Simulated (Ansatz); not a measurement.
# A computed series for PtGe: pressure series

The parent structure is PtGe (space group Pnma, No. 62; a = 5.819 Å, b = 3.757 Å, c = 6.175 Å).

Cell and atoms are relaxed at each pressure.

All numbers come from Kohn–Sham DFT with the PBE functional, run in Ansatz (an electronic-structure program) with PAW and 420 eV plane waves, no SOC.

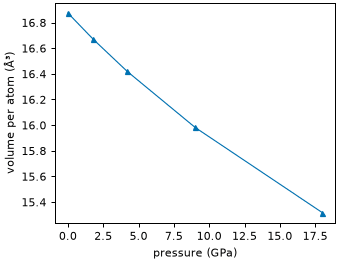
Figure: Volume per atom against pressure

```csv
pressure (GPa),volume per atom
1.8,16.67 Å³
4.2,16.42 Å³
9,15.98 Å³
18,15.32 Å³
```

Load acts through the strain it causes; cell and atoms are relaxed under it. Stability against distortions was not tested. No other phases were tried under pressure. All final runs are without spin polarisation.
